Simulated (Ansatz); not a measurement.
# CH₆GaNOSi: up Jacob's ladder to CCSD(T)

Aim: compute CH₆GaNOSi with functionals from several rungs and with coupled cluster. The yardstick is the atomisation energy at the CCSD(T) limit.

Program: Ansatz 0.2.0, Gaussian basis. Level of theory: functionals in def2-TZVPP, the program's frozen cores in correlated methods. These are calculated values, not measurements.

Levels to be run: PBE-D4, r2SCAN-D4, PBE0-D4, B3LYP-D4, ωB97X-V, ωB97M-V, B2PLYP; CCSD(T)/def2-TZVPP; MP2/def2-QZVPP; extrapolation to the limit.

### 1 Structure used throughout

An earlier PBE0-D4 in a triple-zeta def2 set relaxation fixed the geometry.

11 atoms, charge 0, spin multiplicity 1.

Atoms are counted from 1 here; the program's logs count them from 0.

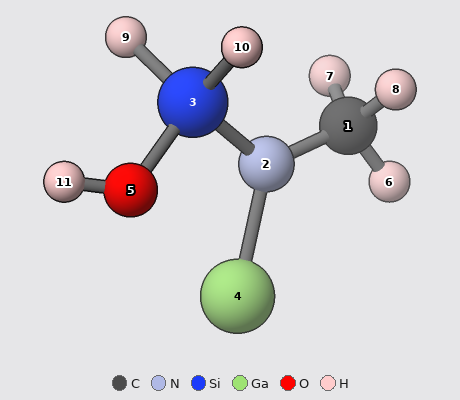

The geometry (carbon dark grey, nitrogen light blue, silicon blue, gallium green, oxygen red, hydrogen pink); atoms are numbered from 1 in the order of the file.

Coordinates:

```
C     0.0661    1.3428    1.1088
N    -0.3393    0.4618    0.0331
Si    0.4099   -1.0053   -0.3540
Ga   -1.7129    0.9502   -1.2260
O    -0.3174   -1.3239   -1.8218
H    -0.4893    2.2885    1.0712
H    -0.1203    0.9103    2.0993
H     1.1310    1.6029    1.0596
H     0.1340   -2.1586    0.5568
H     1.8905   -0.9017   -0.5009
H    -0.5869   -2.2241   -2.0056
```

### 2 PBE-D4 (GGA)

The input, in.yaml:

```yaml
crystal:
  periodic: [false, false, false]
  atoms:
    - {symbol: C, position_ang: [0.066129, 1.342806, 1.108777]}
    - {symbol: N, position_ang: [-0.339287, 0.461836, 0.033108]}
    - {symbol: Si, position_ang: [0.409888, -1.005265, -0.353951]}
    - {symbol: Ga, position_ang: [-1.712942, 0.950230, -1.225963]}
    - {symbol: O, position_ang: [-0.317403, -1.323855, -1.821765]}
    - {symbol: H, position_ang: [-0.489331, 2.288489, 1.071186]}
    - {symbol: H, position_ang: [-0.120290, 0.910278, 2.099294]}
    - {symbol: H, position_ang: [1.130975, 1.602853, 1.059582]}
    - {symbol: H, position_ang: [0.133969, -2.158555, 0.556839]}
    - {symbol: H, position_ang: [1.890530, -0.901653, -0.500862]}
    - {symbol: H, position_ang: [-0.586937, -2.224065, -2.005645]}
basis:
  gaussian: {orbitals: def2-TZVPP}
hamiltonian: {xc: pbe, dispersion: d4}
output: {forces: true, orbitals: {seedname: orbitals}}
```

The run is started by

```sh
$ ansatz run in.yaml --threads 4 --pin off --events-out ev --progress --plain --max-ram 10444MiB
```

The runs that follow: r2SCAN-D4 (meta-GGA); PBE0-D4 (hybrid); B3LYP-D4 (hybrid); ωB97X-V (range-separated); ωB97M-V (range-separated); B2PLYP (double hybrid); CCSD(T) in def2-TZVPP; MP2 in def2-QZVPP.

Q: Predict the results of all the runs planned. Wanted: atomisation energy, CCSD(T)/CBS; farthest; mean size of error, hybrid; mean size of error, range-separated; gap, smallest and largest; T1 diagnostic; triples share of the correlation energy.

**Answer**, as computed:

| quantity | value |
| --- | --- |
| atomisation energy, CCSD(T)/CBS | 3887.7 kJ/mol |
| functionals within 38.9 kJ/mol (1.0 %) | PBE-D4, r2SCAN-D4, PBE0-D4, B3LYP-D4, ωB97X-V, ωB97M-V |
| farthest | B2PLYP (-59.1 kJ/mol) |
| mean size of error, hybrid | 25.6 kJ/mol |
| mean size of error, range-separated | 2.4 kJ/mol |
| gap, smallest and largest | 3.61 eV (PBE-D4), 9.40 eV (ωB97X-V) |
| T1 diagnostic | 0.0136 |
| triples share of the correlation energy | 3.9 % |

PBE-D4 is off by +35.4 kJ/mol. Double hybrids carry the basis error of their MP2 part in triple zeta, and no dispersion term here, so their miss is partly the set-up's. Misses under about 38.9 kJ/mol are within the doubt on the reference itself, which lacks core-valence correlation, relativity and higher excitations, and its outer-core shells are covered unevenly. Hartree-Fock recovers 70 % of the binding; the rest is correlation. The gap grows from 3.6 to 9.4 eV across the functionals, mostly with the share of exact exchange. Correlated methods include outer-core shells of Ga, which these sets cover unevenly.
